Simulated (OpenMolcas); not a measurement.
# Multiconfigurational calculation for Pr³⁺ complex (part 2 of 2)

The same run, continued: Pr³⁺ with 8 ligands (F; cube, 2.685 Å), embedded in BaF2 by model potentials and point charges, whose field is part of the energies. Method: state-averaged CASSCF, active space 2 electrons in the shell 4f, basis ANO-RCC-VDZP on the metal and ANO-RCC-VDZP on the ligands, DKH2 scalar Hamiltonian, spin-orbit coupling by RASSI with atomic mean-field integrals (OpenMolcas).

### Log (extracts), continued
```
--- RASSI ---
SPIN-FREE ENERGIES:
  (Shifted by EMIN (a.u.) =     -10028.4151236190)

 SF State       Relative EMIN(au)   Rel lowest level(eV)    D:o, cm**(-1)

     1             0.0000000000        0.0000000000              0.0000
     2             0.0000000000        0.0000000000              0.0000
     3             0.0000000000        0.0000000000              0.0000
     4             0.0000137084        0.0003730236              3.0086
     5             0.0000137084        0.0003730236              3.0086
     6             0.0011023880        0.0299975053            241.9462
     7             0.0011023880        0.0299975053            241.9462
     8             0.0011023880        0.0299975053            241.9462
     9             0.0017289840        0.0470480518            379.4681
    10             0.0017289840        0.0470480518            379.4681
    11             0.0017289840        0.0470480518            379.4681
    12             0.0267383344        0.7275871443           5868.3861
    13             0.0279670851        0.7610231550           6138.0657
    14             0.0279670851        0.7610231550           6138.0657
    15             0.0279670851        0.7610231550           6138.0657
    16             0.0282102935        0.7676411912           6191.4438
    17             0.0282102935        0.7676411912           6191.4438
    18             0.0282102935        0.7676411912           6191.4438
    22             0.0308499435        0.8394697296           6770.7800
    23             0.0308499435        0.8394697296           6770.7800
    24             0.0312534712        0.8504502755           6859.3441
    25             0.0312534712        0.8504502755           6859.3441
    26             0.0312534712        0.8504502755           6859.3441
    27             0.0318497813        0.8666767018           6990.2190
    28             0.0318497813        0.8666767018           6990.2190
    29             0.0318497813        0.8666767018           6990.2190
    30             0.0332493982        0.9047622179           7297.3994
    31             0.0952317229        2.5913871952          20900.9473
    32             0.0952317229        2.5913871952          20900.9473
    33             0.0967496679        2.6326925818          21234.0977
    34             0.0967496679        2.6326925818          21234.0977
    35             0.0967496679        2.6326925818          21234.0977
    36             0.1155057300        3.1430710330          25350.5775
    37             0.1155057300        3.1430710330          25350.5775
    38             0.1155228820        3.1435377634          25354.3419
    39             0.1155228820        3.1435377634          25354.3419
    40             0.1155228820        3.1435377634          25354.3419
    41             0.1155579437        3.1444918406          25362.0371
    42             0.1172042174        3.1892892303          25723.3524
    43             0.1172042174        3.1892892303          25723.3524
Eigenvalues of complex Hamiltonian:
   -----------------------------------
  (Shifted by EMIN (a.u.) =     -10028.4151236190)

 SO State       Relative EMIN(au)   Rel lowest level(eV)    D:o, cm**(-1)

     1            -0.0120923434        0.0000000000              0.0000
     2            -0.0120923434        0.0000000003              0.0000
     3            -0.0120923434        0.0000000006              0.0000
     4            -0.0111378468        0.0259731743            209.4878
     5            -0.0110486897        0.0283992644            229.0555
     6            -0.0110486896        0.0283992657            229.0555
     7            -0.0110486897        0.0283992646            229.0555
     8            -0.0109693478        0.0305582667            246.4690
     9            -0.0109693478        0.0305582671            246.4690
    10            -0.0015023234        0.2881691245           2324.2407
    11            -0.0015023234        0.2881691241           2324.2407
    12            -0.0015023234        0.2881691242           2324.2407
    13            -0.0014566763        0.2894112447           2334.2591
    14            -0.0014566763        0.2894112442           2334.2591
    15            -0.0007551046        0.3085019838           2488.2363
    16            -0.0007551045        0.3085019853           2488.2363
    17            -0.0007551045        0.3085019852           2488.2363
    18            -0.0006963218        0.3101015448           2501.1376
    19            -0.0006963219        0.3101015438           2501.1376
    20            -0.0006963218        0.3101015446           2501.1376
    21             0.0091851732        0.5789907232           4669.8751
    22             0.0092455291        0.5806330900           4683.1217
    23             0.0092455291        0.5806330894           4683.1217
    24             0.0092455291        0.5806330899           4683.1217
    25             0.0093472933        0.5834022347           4705.4564
    26             0.0093472933        0.5834022345           4705.4564
    27             0.0093472933        0.5834022344           4705.4564
    28             0.0102364150        0.6075964684           4900.5960
    29             0.0102364149        0.6075964675           4900.5960
    30             0.0104388569        0.6131051949           4945.0269
    31             0.0104388569        0.6131051937           4945.0269
    32             0.0104388569        0.6131051935           4945.0269
    33             0.0107237247        0.6208568417           5007.5481
    34             0.0192867852        0.8538695884           6886.9227
    35             0.0192867852        0.8538695885           6886.9227
    36             0.0192867852        0.8538695880           6886.9227
    37             0.0196558786        0.8639131311           6967.9293
    38             0.0196558786        0.8639131314           6967.9293
    39             0.0254259883        1.0209258142           8234.3220
    40             0.0254259883        1.0209258146           8234.3220
    41             0.0254259883        1.0209258145           8234.3220
Weights of the five most important spin-orbit-free states for each spin-orbit state.

 SO State  Total energy (au)           Spin-free states, spin, and weights
 -------------------------------------------------------------------------------------------------------
    1        -0.012092       1 1.0  0.2823    2 1.0  0.2506    4 1.0  0.2117    5 1.0  0.1629    3 1.0  0.0486
    2        -0.012092       3 1.0  0.2604    5 1.0  0.2514    1 1.0  0.2369    4 1.0  0.1231    2 1.0  0.0842
    3        -0.012092       3 1.0  0.2725    2 1.0  0.2467    4 1.0  0.2270    5 1.0  0.1475    1 1.0  0.0623
    4        -0.011138       6 1.0  0.2750    7 1.0  0.2750    8 1.0  0.2750    2 1.0  0.0503    1 1.0  0.0503
    5        -0.011049       9 1.0  0.1884   10 1.0  0.1764    6 1.0  0.1665    7 1.0  0.1583    4 1.0  0.1247
    6        -0.011049      11 1.0  0.1875    5 1.0  0.1851   10 1.0  0.1761    8 1.0  0.1664    7 1.0  0.1654
    7        -0.011049      11 1.0  0.1774    9 1.0  0.1751    6 1.0  0.1653    8 1.0  0.1584    4 1.0  0.1570
    8        -0.010969       9 1.0  0.3340    8 1.0  0.1338    2 1.0  0.1225   10 1.0  0.1210    7 1.0  0.1025
    9        -0.010969      11 1.0  0.2849   10 1.0  0.2193    6 1.0  0.1565    3 1.0  0.1260    1 1.0  0.0708
   10        -0.001502       5 1.0  0.4092    2 1.0  0.1230    1 1.0  0.1227    8 1.0  0.0979    7 1.0  0.0918
   11        -0.001502       4 1.0  0.3054    5 1.0  0.1671    3 1.0  0.1224    6 1.0  0.0931    2 1.0  0.0716
   12        -0.001502       4 1.0  0.3401    5 1.0  0.1325    3 1.0  0.1233    6 1.0  0.0966    1 1.0  0.0714
```

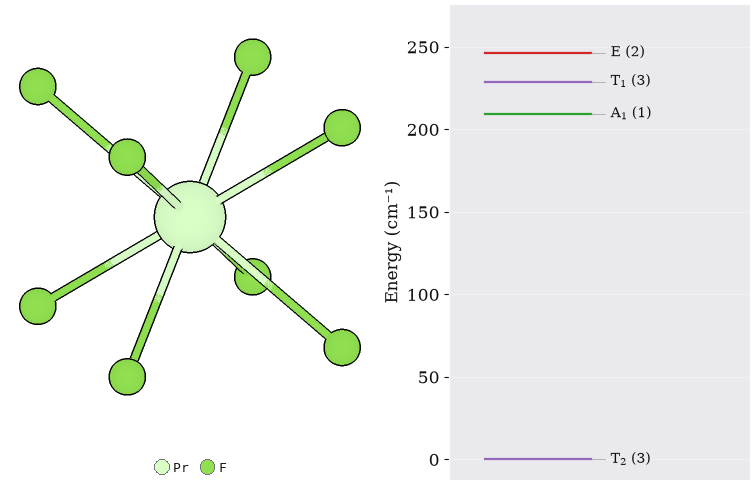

Fig. 2: Pr³⁺ (4f²) as a dopant in BaF₂, a cluster with its 8 nearest F⁻ at 2.685 Å (cube) embedded in model potentials and point charges; the geometry was set, not optimised, and its levels. Labels give the representation in O, Td, D4 or D3 as the site allows (double group for half-integer spin) where it could be assigned and, in brackets, the degeneracy; spin-free states, where drawn, share the zero of the spin-orbit levels. The ground level is T₂, 3-fold degenerate, 98 % from states of spin multiplicity 3 (of the 28 states of multiplicity 1, 27 enter the spin-orbit step), effective J = 4.01, with |mJ| = 3 the largest share (58 %). The next level lies at 209 cm⁻¹ (A₁). The lowest J multiplet spreads over 246 cm⁻¹. The active orbitals hold 99 to 100 % metal character (Löwdin), and the Mulliken charge of the metal is +2.43.

Outcome of the run: converged.
